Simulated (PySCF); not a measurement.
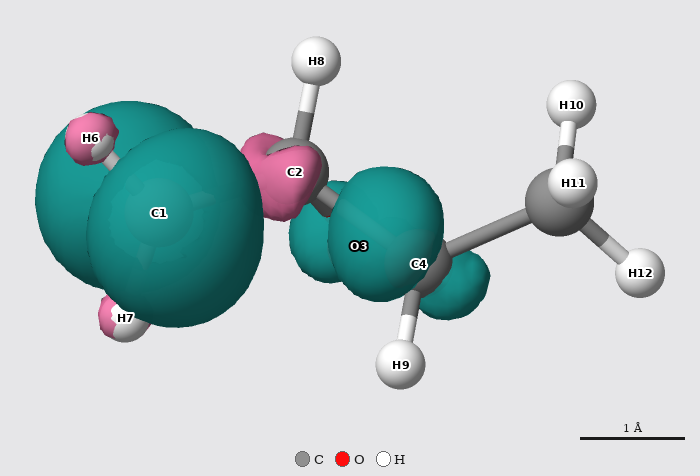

Figure. C4H7O (doublet). Isosurfaces of the spin density at +0.03 (teal) and −0.03 e/Å³ (pink), seen at a tilt.

Geometry: GFN2-xTB.

All numbers below come from UKS B3LYP, pcH-1 on C H O, non-relativistic, mean-field spin-orbit, GIAO in PySCF 2.14.0, density-fitted response routines.

```xyz
12

C     2.0679    0.1919    0.2611
C     0.7999   -0.4405    0.0689
O     0.2755   -0.5608   -1.2435
C    -0.4026    0.3209   -0.4118
C    -1.7837   -0.0430    0.0616
H     2.6862   -0.0807    1.0913
H     2.4186    0.9215   -0.4417
H     0.5799   -1.2907    0.7112
H    -0.2544    1.3732   -0.6495
H    -1.8611   -1.1166    0.2142
H    -2.0044    0.4705    0.9951
H    -2.5205    0.2537   -0.6829
```

Which atoms carry the spin?

The unpaired spin (1 electron) lies mostly on C1 (about 0.7) and C4 (about 0.1), in electrons by Hirshfeld's partition.
